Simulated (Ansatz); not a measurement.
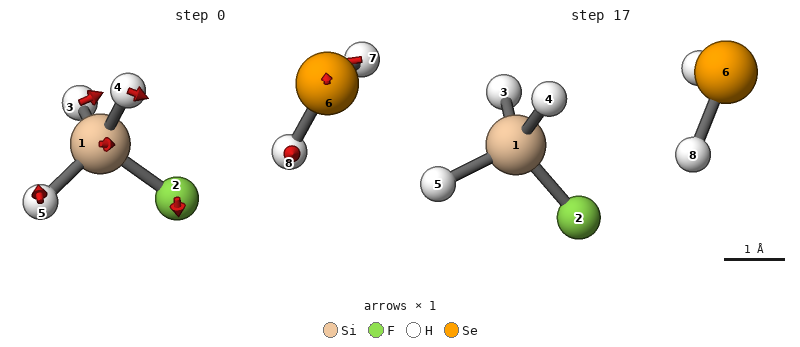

The structure of SiH$_{5}$SeF (coarse preliminary run) before (left) and after (right) a relaxation, at one scale. The red arrows give the displacements, at their true length.

Style: ball-and-stick. Shown at a tilt.

Level of theory: RKS PBE-D4/def2-SVP (Ansatz). Set-up: force threshold 0.03 eV/Å; at most 250 steps.

**What changed between the two?**

Over 17 geometry steps the energy falls by 5.46 kcal/mol. Largest force component: 1.1 eV/Å at the start, 0.011 eV/Å at the end. The forces were under the threshold at step 4, but the run went on from there. H7 moves most after the best rigid fit: 1.06 Å. By element the largest moves are H 1.06 Å, F 0.37 Å, Si 0.31 Å, Se 0.20 Å. Near-neighbour distances that change, for instance: Se6–H8 1.431 → 1.485 Å, Se6–H7 1.439 → 1.484 Å, Si1–H3 1.454 → 1.499 Å, Si1–F2 1.614 → 1.650 Å. Among the angles between lasting bonds that change: F2–Si1–H3 104.6° → 108.9°, H3–Si1–H5 113.7° → 110.1°, F2–Si1–H5 103.8° → 106.9°. Cost: 14 s on 4 threads of Arm Neoverse V1, with other jobs on the host.

Limits of the set-up: the start holds two separate molecules, 2.5 Å apart at their closest, whose relative position is a soft coordinate.
